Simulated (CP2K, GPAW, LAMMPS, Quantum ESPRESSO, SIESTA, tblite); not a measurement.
# Which run comes nearest? Glassy 29TiO2-71Al2O3 (mol %) (137 atoms)

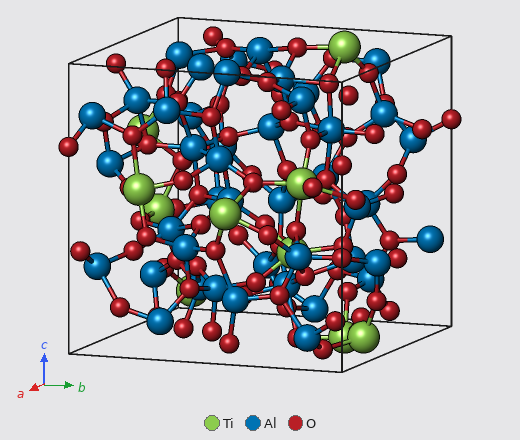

The cell (titanium green, aluminium blue, oxygen red). Bonds to atoms that aren't drawn are left out. Some periodic images of atoms are drawn too.

Density of this cell: 3.31 g/cm³. The cell holds 137 atoms: 9 Ti, 44 Al and 84 O. Its edges and angles: a = 11.416 Å, b = 11.416 Å, c = 11.416 Å, α = 90.0°, β = 90.0°, γ = 90.0°. 137 atoms (9 Ti, 44 Al, 84 O) placed at random at 3.12 g/cm³, melted at 4000 K for 10 ps at fixed volume with the Morse and Coulomb pair potential with partial charges (Pedone, Malavasi, Menziani, Cormack and Segre, J. Phys. Chem. B 110, 11780 (2006)). Quenched from 4000 K to 300 K at 100 K/ps and fixed volume, held 10 ps at zero pressure.

Geometry: as built.

The reference, a calculation:

- method: Kohn-Sham DFT, PBE, SSSP efficiency 1.3.0 pseudopotentials, plane waves (Quantum ESPRESSO 7.5); sssp-pbe-1.3.0-efficiency, cutoffs 60/480 Ry, Γ point
- r.m.s. force component: 1.142 eV/Å
- longest force: 4.945 eV/Å
- pressure: 12.05 GPa
- gap (highest filled to lowest empty level): 2.123 eV
- time: 11 min on 4 MPI ranks of Arm Neoverse V1, shared host
- CPU time: 43 min

Runs, in no order:
A. CP2K PBE, DZVP-MOLOPT-SR, 400/50 Ry, OT DIIS: Kohn-Sham DFT, PBE, GTH-PBE pseudopotentials, Gaussian and plane waves, DZVP-MOLOPT-SR-GTH, orbital transformation
B. SIESTA PBE, SZP, shift 0.01 Ry, mesh 500 Ry: Kohn-Sham DFT, PBE, PseudoDojo 0.4.1 norm-conserving pseudopotentials (converted to PSML), numerical atomic orbitals (SZP), diagonalisation
C. GPAW PBE, LCAO dzp, h 0.18 Å: Kohn-Sham DFT, PBE, PAW, atomic orbitals (dzp)
D. SIESTA PBE, TZP, shift 0.01 Ry, mesh 500 Ry: Kohn-Sham DFT, PBE, PseudoDojo 0.4.1 norm-conserving pseudopotentials (converted to PSML), numerical atomic orbitals (TZP), diagonalisation
E. QE PBE, sssp-1.3.0-efficiency, 60/480 Ry, rmm-davidson: Kohn-Sham DFT, PBE, SSSP efficiency 1.3.0 pseudopotentials, plane waves

**Question.** Rank the runs by how far their forces lie from the reference's, least first.

E, D, A, C, B.

| run | Δ force, r.m.s. (meV/Å) | share of r.m.s. force (%) | CPU time |
| --- | --- | --- | --- |
| E. QE PBE, sssp-1.3.0-efficiency, 60/480 Ry, rmm-davidson | 0.383 | 0.0336 | 59 min |
| D. SIESTA PBE, TZP, shift 0.01 Ry, mesh 500 Ry | 70.2 | 6.15 | 29 min |
| A. CP2K PBE, DZVP-MOLOPT-SR, 400/50 Ry, OT DIIS | 114 | 9.97 | 17 min |
| C. GPAW PBE, LCAO dzp, h 0.18 Å | 185 | 16.2 | 15 min |
| B. SIESTA PBE, SZP, shift 0.01 Ry, mesh 500 Ry | 270 | 23.6 | 18 min |

The network of bonds at the start is that of the classical potential that made the cell, and needn't be the one that DFT or experiment would give. The electronic-structure runs sample only Γ, in a cell whose shortest periodic width is 11 Å.

[Hosts, paths, dates, database ids (printed as entryN), source tags and the programs' standing remarks are cut or masked in the printed files.]
